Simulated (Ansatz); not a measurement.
Consider BrH₂NZn (SMILES [NH2][Zn][Br]).

```xyz
5

N    -0.4627    0.7567   -0.4402
Zn    0.5845   -0.5467    0.2677
Br    2.0138   -2.0596    1.0707
H    -1.1040    0.4617   -1.1642
H    -0.9818    1.3142    0.2246
```

Geometry: PBE0-D4/def2-TZVP.

Level of theory: RKS PBE0-D4/def2-TZVPP (Ansatz).

Question: Predict the electron density and electron localisation function between the atoms.

Answer: Zn–N (1.82 Å): ρ at the midpoint is about 0.93 e/Å³; the ELF peaks at about 0.85 in the valence shell of N, 0.6 Å from its nucleus, and is about 0.30 at the midpoint.
Zn–Br (2.23 Å): ρ at the midpoint is about 0.67 e/Å³; the ELF peaks at about 0.75 in the valence shell of Br, 0.9 Å from its nucleus, and is about 0.60 at the midpoint.
N–H (1.01 Å): ρ is about 2.9 e/Å³ halfway; the ELF climbs to about 1 towards the hydrogen, as it does in any bond to H; a covalent bond by its length.

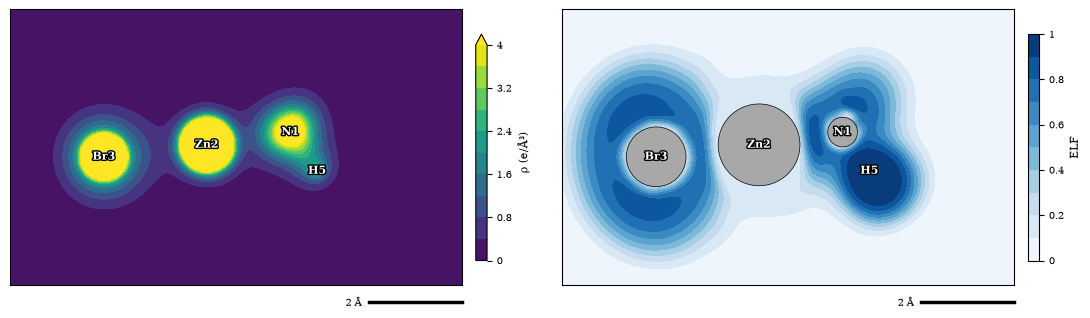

Computed electron density and electron localisation function on the plane of atoms Zn2, N1 and H5, in this order. Grey discs cover the atomic cores in the ELF map. 
